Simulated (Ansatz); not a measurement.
# Al₂GeH₇N: basis-set convergence

Aim: see how fast density functionals converge with the basis set for Al₂GeH₇N.

Computed with Ansatz 0.2.0, Gaussian basis. Level: one geometry, several basis sets.

Levels to be run: PBE0-D4/def2-SVP; ωB97M-V/def2-SVP; PBE0-D4/def2-QZVPP; ωB97M-V/def2-QZVPP; the functionals' def2-TZVPP values are taken from earlier runs.

## (1) Structure used throughout

All runs share one geometry, relaxed beforehand with PBE0-D4 in a triple-zeta def2 set.

SMILES `[NH2][AlH][AlH][GeH3]`, 11 atoms, charge 0, spin multiplicity 1.

Atoms are counted from 1 here; the program's logs count them from 0.

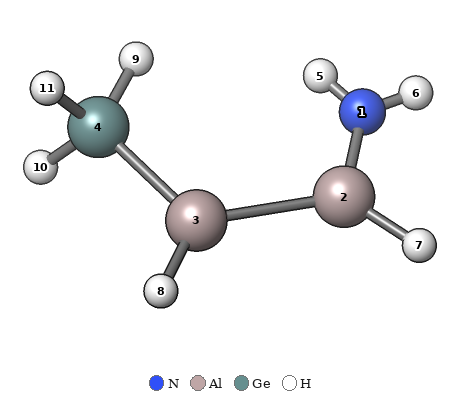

The structure; nitrogen blue, aluminium light grey, germanium teal, hydrogen white; atoms are numbered from 1 in the order of the file.

Coordinates:

```mol
Al2GeH7N
  3D, bonds by distance, orders not assigned

 11 10  0  0  0  0  0  0  0  0999 V2000
   -0.1217    2.4090    0.1895 N   0  0
    1.2977    1.4852    0.7142 Al  0  0
    1.0596   -1.0706    0.3628 Al  0  0
   -1.0365   -1.9541   -0.6504 Ge  0  0
   -0.9513    1.9986   -0.2096 H   0  0
   -0.2221    3.4108    0.2438 H   0  0
    2.4971    2.3408    1.3168 H   0  0
    2.1533   -2.1691    0.7393 H   0  0
   -2.0707   -0.8498   -0.9660 H   0  0
   -0.7804   -2.6905   -1.9842 H   0  0
   -1.7596   -2.9673    0.2642 H   0  0
  1  2  8  0
  2  3  8  0
  3  4  8  0
  1  5  8  0
  1  6  8  0
  2  7  8  0
  3  8  8  0
  4  9  8  0
  4 10  8  0
  4 11  8  0
M  END
```

## (2) PBE0-D4 in def2-SVP

in.yaml

```yaml
crystal:
  periodic: [false, false, false]
  atoms:
    - {symbol: N, position_ang: [-0.121695, 2.409035, 0.189518]}
    - {symbol: Al, position_ang: [1.297684, 1.485204, 0.714231]}
    - {symbol: Al, position_ang: [1.059574, -1.070616, 0.362781]}
    - {symbol: Ge, position_ang: [-1.036549, -1.954095, -0.650450]}
    - {symbol: H, position_ang: [-0.951308, 1.998562, -0.209594]}
    - {symbol: H, position_ang: [-0.222104, 3.410792, 0.243777]}
    - {symbol: H, position_ang: [2.497125, 2.340798, 1.316819]}
    - {symbol: H, position_ang: [2.153347, -2.169132, 0.739333]}
    - {symbol: H, position_ang: [-2.070735, -0.849834, -0.966046]}
    - {symbol: H, position_ang: [-0.780431, -2.690457, -1.984167]}
    - {symbol: H, position_ang: [-1.759608, -2.967256, 0.264197]}
basis:
  gaussian: {orbitals: def2-SVP}
hamiltonian: {xc: pbe0, dispersion: d4}
output: {orbitals: {seedname: orbitals}}
```

On the command line:

```bash
> ansatz run in.yaml --threads 4 --pin off --events-out ev --progress --plain --max-ram 10444MiB
```

Log:

```text
Functional definition: PBE0
  name "PBE0"
  cite "Adamo & Barone, J. Chem. Phys. 110, 6158 (1999) doi:10.1063/1.478522"
  cite "Perdew, Burke & Ernzerhof, Phys. Rev. Lett. 77, 3865 (1996) doi:10.1103/PhysRevLett.77.3865"
  parent pbe
  parameter a = 0.25
  parameter kappa = 0.804
  parameter beta = 0.06672455060314922
  exchange = (1 - a)*pbe_x(kappa = kappa, mu = beta*pi^2/3) + a*exact_x
  correlation = pbe_c(beta = beta)
1138 factors; integrals over basis functions are off by at most 1.5e-3 eV
mean field evaluation 1: about -71282.2110 eV, gradient 5.6e1 eV
mean field evaluation 2: about -71247.8827 eV, gradient 1.1e2 eV
mean field evaluation 4: about -71288.7142 eV, gradient 4.2e0 eV
mean field evaluation 8: about -71288.8362 eV, gradient 9.8e-2 eV
mean field evaluation 16: about -71288.8362 eV, gradient 5.0e-5 eV
mean field -71288.83624543 eV, -2619.8164107108 hartree, gradient 5.0e-5 eV, S^2 0.000000; 0 other end points of the search recorded, 0 dependent functions left out
reference -71288.83628267 eV, -2619.8164120794 hartree; 36, 36 occupied and 81, 81 virtual orbitals, 1138 factors
Total energy: -71289.01798598 eV, -2619.8230895529 hartree
```

It took 0.55 s on 4 threads of AMD EPYC 9R45, shared host; peak memory 0.28 GiB.

## (3) ωB97M-V in def2-SVP

in.yaml, as its differences from that of step 2:

```diff
@@ -16,3 +16,3 @@
   gaussian: {orbitals: def2-SVP}
-hamiltonian: {xc: pbe0, dispersion: d4}
+hamiltonian: {xc: {name: wB97M-V}}
 output: {orbitals: {seedname: orbitals}}
```

The command is unchanged.

Log (excerpt; [...] marks lines left out):

```text
Functional definition: wB97M-V
  name "wB97M-V"
  cite "Mardirossian & Head-Gordon, J. Chem. Phys. 144, 214110 (2016) doi:10.1063/1.4952647"
  cite "Becke, J. Chem. Phys. 107, 8554 (1997) doi:10.1063/1.475007"
  cite "Vydrov & Van Voorhis, J. Chem. Phys. 133, 244103 (2010) doi:10.1063/1.3521275"
  # Of w^i u^j: cxij and so on, Table III.
[...]
  gx(w, u) = 1 - cx + cx01*u + cx10*w
  gss(w, u) = css00 + css04*u^4 + css10*w + css20*w^2 + css43*w^4*u^3
  gos(w, u) = cos00 + cos10*w + (cos20 + cos21*u)*w^2 + (cos60 + cos61*u)*w^6
[...]
      + integral(e_c_pw_mod_opposite_spin*gos(b97_w_opposite, b97_u_opposite)) + vv10(b, c)
1138 factors; integrals over basis functions are off by at most 1.5e-3 eV
380 factors; integrals over basis functions are off by at most 1.1e-5 eV
[...]
mean field -71298.72204921 eV, -2620.1797072989 hartree, gradient 2.7e-5 eV, S^2 0.000000; 0 other end points of the search recorded, 0 dependent functions left out
reference -71298.72210696 eV, -2620.1797094211 hartree; 36, 36 occupied and 81, 81 virtual orbitals, 1138 factors
Total energy: -71298.72210696 eV, -2620.1797094211 hartree
```

It took 1.9 s on 4 threads of AMD EPYC 9R45, shared host; peak memory 0.42 GiB.

## (4) PBE0-D4 in def2-QZVPP

in.yaml, as its differences from that of step 3:

```diff
@@ -15,4 +15,4 @@
 basis:
-  gaussian: {orbitals: def2-SVP}
-hamiltonian: {xc: {name: wB97M-V}}
+  gaussian: {orbitals: "def2-QZVPP.json"}
+hamiltonian: {xc: pbe0, dispersion: d4}
 output: {orbitals: {seedname: orbitals}}
```

Launched as before.

Log:

```text
Functional definition: PBE0
  name "PBE0"
  cite "Adamo & Barone, J. Chem. Phys. 110, 6158 (1999) doi:10.1063/1.478522"
  cite "Perdew, Burke & Ernzerhof, Phys. Rev. Lett. 77, 3865 (1996) doi:10.1103/PhysRevLett.77.3865"
  parent pbe
  parameter a = 0.25
  parameter kappa = 0.804
  parameter beta = 0.06672455060314922
  exchange = (1 - a)*pbe_x(kappa = kappa, mu = beta*pi^2/3) + a*exact_x
  correlation = pbe_c(beta = beta)
1983 factors; their error is unknown
mean field evaluation 1: about -71295.4692 eV, gradient 6.7e1 eV
mean field evaluation 2: about -71254.6964 eV, gradient 1.2e2 eV
mean field evaluation 4: about -71304.0139 eV, gradient 6.4e0 eV
mean field evaluation 8: about -71304.0930 eV, gradient 2.8e-1 eV
mean field evaluation 16: about -71304.2455 eV, gradient 1.4e-4 eV
mean field -71304.24548390 eV, -2620.3826897799 hartree, gradient 2.7e-5 eV, S^2 0.000000; 0 other end points of the search recorded, 0 dependent functions left out
reference -71304.24553883 eV, -2620.3826917984 hartree; 36, 36 occupied and 460, 460 virtual orbitals, 1983 factors
Total energy: -71304.42724214 eV, -2620.3893692719 hartree
```

Wall time 3.9 s (4 threads of AMD EPYC 9R45, shared host); peak memory 2.2 GiB.

## (5) ωB97M-V in def2-QZVPP

in.yaml, as its differences from that of step 4:

```diff
@@ -16,3 +16,3 @@
   gaussian: {orbitals: "def2-QZVPP.json"}
-hamiltonian: {xc: pbe0, dispersion: d4}
+hamiltonian: {xc: {name: wB97M-V}}
 output: {orbitals: {seedname: orbitals}}
```

The command is unchanged.

Log (excerpt; [...] marks lines left out):

```text
Functional definition: wB97M-V
  name "wB97M-V"
  cite "Mardirossian & Head-Gordon, J. Chem. Phys. 144, 214110 (2016) doi:10.1063/1.4952647"
  cite "Becke, J. Chem. Phys. 107, 8554 (1997) doi:10.1063/1.475007"
  cite "Vydrov & Van Voorhis, J. Chem. Phys. 133, 244103 (2010) doi:10.1063/1.3521275"
  # Of w^i u^j: cxij and so on, Table III.
[...]
  gx(w, u) = 1 - cx + cx01*u + cx10*w
  gss(w, u) = css00 + css04*u^4 + css10*w + css20*w^2 + css43*w^4*u^3
  gos(w, u) = cos00 + cos10*w + (cos20 + cos21*u)*w^2 + (cos60 + cos61*u)*w^6
[...]
      + integral(e_c_pw_mod_opposite_spin*gos(b97_w_opposite, b97_u_opposite)) + vv10(b, c)
1885 factors; their error is unknown
482 factors; integrals over basis functions are off by at most 1.6e-5 eV
[...]
mean field -71314.16702894 eV, -2620.7472998350 hartree, gradient 4.5e-5 eV, S^2 0.000000; 0 other end points of the search recorded, 0 dependent functions left out
reference -71314.16711643 eV, -2620.7473030502 hartree; 36, 36 occupied and 460, 460 virtual orbitals, 1885 factors
Total energy: -71314.16711643 eV, -2620.7473030502 hartree
```

It took 8 s on 4 threads of AMD EPYC 9R45, shared host; peak memory 2.6 GiB.

## (6) Functionals by basis

The def2-TZVPP values come from earlier runs at the same geometry.

```
functional       basis  functions  energy (eV)  from the largest (eV)  HOMO (eV)  LUMO (eV)
   PBE0-D4    def2-SVP        117  -71289.0180                 15.409      -6.68      -2.60
   PBE0-D4  def2-TZVPP        261  -71302.6984                  1.729      -6.69      -2.64
   PBE0-D4  def2-QZVPP        496  -71304.4272                  0.000      -6.70      -2.65
   ωB97M-V    def2-SVP        117  -71298.7221                 15.445      -8.50      -0.88
   ωB97M-V  def2-TZVPP        261  -71312.4693                  1.698      -8.55      -0.97
   ωB97M-V  def2-QZVPP        496  -71314.1671                  0.000      -8.57      -1.04
```

## (7) Summary of results

```
                                       quantity           value
PBE0-D4: double and triple zeta above quadruple  15.41, 1.73 eV
ωB97M-V: double and triple zeta above quadruple  15.45, 1.70 eV
```

What this shows: For PBE0-D4 the step from double to triple zeta gains 13.68 eV and the next only 1.73 eV. These are total energies; as a rule much of such shifts cancels in differences, which this series doesn't test.

For PBE0-D4 the largest set took about 7 times as long as the smallest (3.9 s against 0.55 s).
